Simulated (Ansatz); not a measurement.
Input

```
crystal:
  periodic: [false, false, false]
  atoms:
    - symbol: C
      position_ang: [-1.503184, 0.673492, 0.693409]
    - symbol: B
      position_ang: [-0.239981, 1.367183, 1.304076]
    - symbol: O
      position_ang: [0.794668, 0.688471, 1.855064]
    - symbol: H
      position_ang: [-2.407561, 1.034183, 1.195660]
    - symbol: H
      position_ang: [-1.498249, -0.419613, 0.744374]
    - symbol: H
      position_ang: [-0.123614, 2.562177, 1.313751]
    - symbol: H
      position_ang: [-1.618208, 0.965144, -0.356396]
    - symbol: H
      position_ang: [0.674139, -0.265389, 1.833468]
basis:
  gaussian:
    orbitals: def2-TZVPD
output: {forces: true, orbitals: {seedname: orbitals}}
hamiltonian:
  xc: pbe0
```

Run with:

```sh
ansatz run input.yaml --threads 2 --pin off --max-ram 4350MiB --events-out events.jsonl --progress --plain --runs-dir runs
```

Geometry: PBE0-D4/def2-TZVP.

All numbers below come from isolated molecule in a Gaussian basis; Kohn-Sham density functional theory, functional PBE0 (Ansatz).

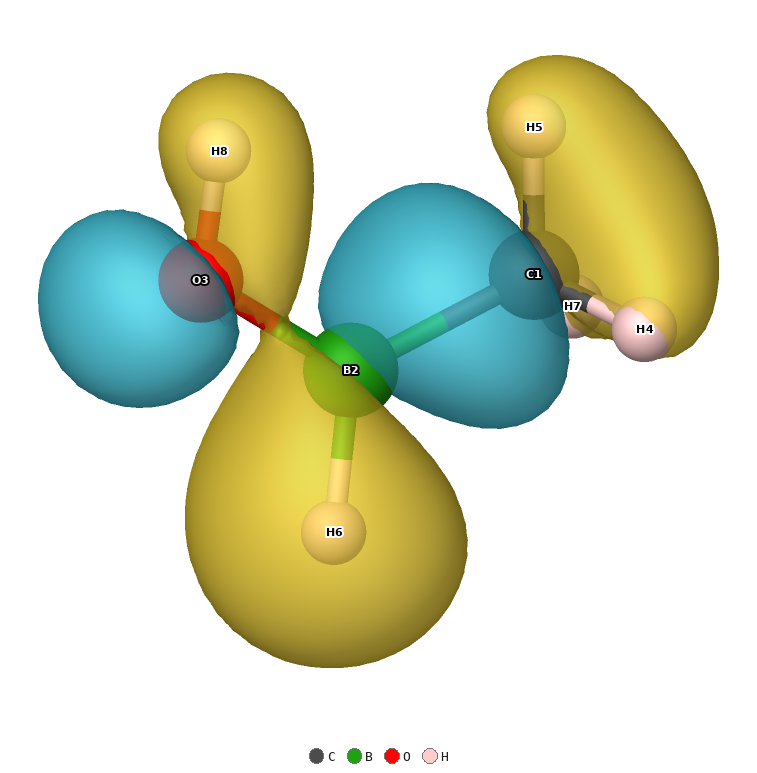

CH₅BO (SMILES CBO). The HOMO at ±0.1 Å⁻³ᐟ² (yellow and cyan are the two phases), seen at a tilt.

### Describe this orbital and give its energy.

It lies mainly on C1 (about 25 %), B2 (about 25 %), H6 (about 20 %) and O3 (about 20 %). Its energy is −8.66 eV.
